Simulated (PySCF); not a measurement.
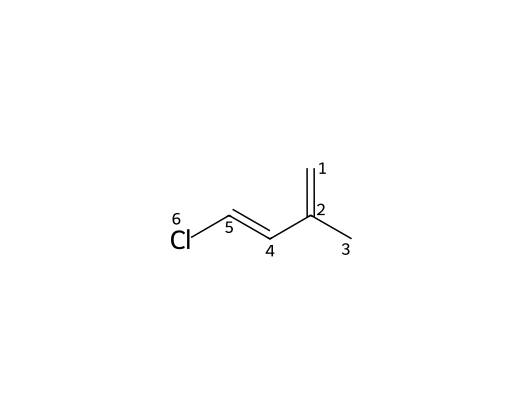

Skeletal drawing with numbered atoms; wedges and dashes mark any stereocentres. The configuration is that of a computed structure (PBE0-D3(BJ)/def2-SVP).

**What are the Cahn–Ingold–Prelog descriptors?**

C4=C5: E.

**Write the isomeric SMILES.**

C=C(C)/C=C/Cl
